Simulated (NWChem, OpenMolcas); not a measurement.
**How basis sets differ on BHBr (SMILES [BH]Br)**

BHBr has 3 atoms, charge 0, and is taken as a doublet. SMILES: `[BH]Br`. Geometry: relaxed at PBE0-D4/def2-TZVP.

```xyz
3

B    -0.0945   -0.5230   -0.1157
Br    1.1810    0.5632    0.7098
H    -1.0974   -0.1050   -0.6073
```

Each level gives the dipole moment (D). The values are calculated.

```
             level          kind     program  value (D)  CPU time
UHF/ANO-R0 (sfX2C)  Hartree–Fock  OpenMolcas       0.52     2.3 s
        UHF/STO-3G  Hartree–Fock      NWChem       0.93     1.8 s
         UHF/3-21G  Hartree–Fock      NWChem       0.82     1.8 s
      UHF/def2-SVP  Hartree–Fock      NWChem       0.58     7.6 s
```

All-electron rows without a relativistic Hamiltonian named are non-relativistic. The values span 0.52 to 0.93 D. Magnitudes only. Sets without polarisation functions give poor dipoles. CPU times are rough (shared hosts, several kinds of processor and program).

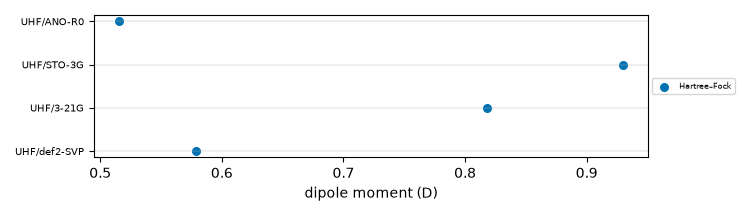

The values of the table, level by level.
